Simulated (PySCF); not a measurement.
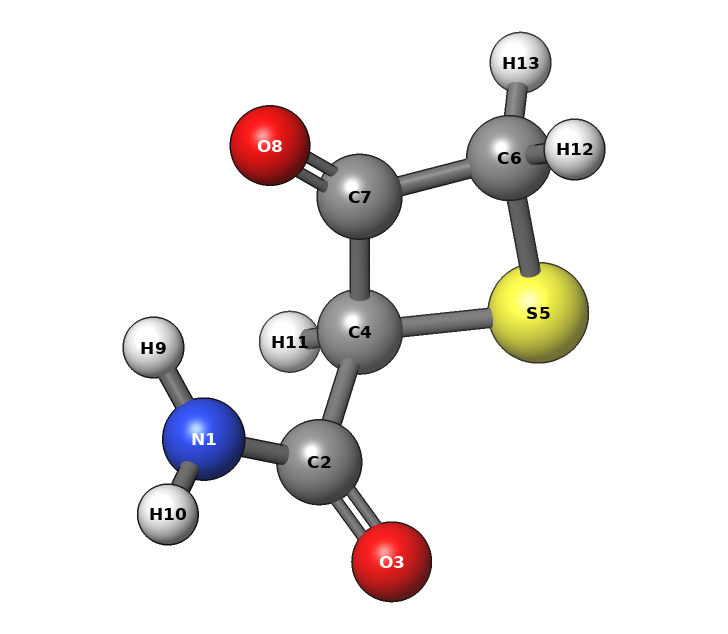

State: charge +1, doublet. Computed geometry: GFN2-xTB optimisation. No frequency run is at hand to confirm it as a minimum. Computed with UKS B3LYP, pcH-1 on C H N O S, non-relativistic (PySCF 2.14.0). Fermi-contact and spin-dipolar terms alone, no spin-orbit part.

Which nucleus has the largest dipolar (anisotropic) hyperfine coupling?

Answer. 33S at S5: principal values −62.9, −58.9, 121.8 MHz.

List the isotropic and dipolar parts for the most strongly coupled nuclei, one of each equivalent set.

| atom | isotope | a_iso (MHz) | dipolar part (MHz) |
| --- | --- | --- | --- |
| S5 | 33S | 18.9 | −62.9, −58.9, 121.8 |
| O3 | 17O | −11.6 | −66.5, 31.3, 35.2 |
| C4 | 13C | −16.8 | −11.3, −10.6, 21.8 |
| O8 | 17O | −2.8 | −17.8, 7.7, 10.1 |
| C2 | 13C | 3.2 | −8.6, −2.8, 11.4 |
| H11 | 1H | 55.5 | −4.7, −4.1, 8.8 |
| H13 | 1H | 59.7 | −3.4, −2.3, 5.7 |
| C6 | 13C | −4.2 | −3.5, −2.1, 5.6 |
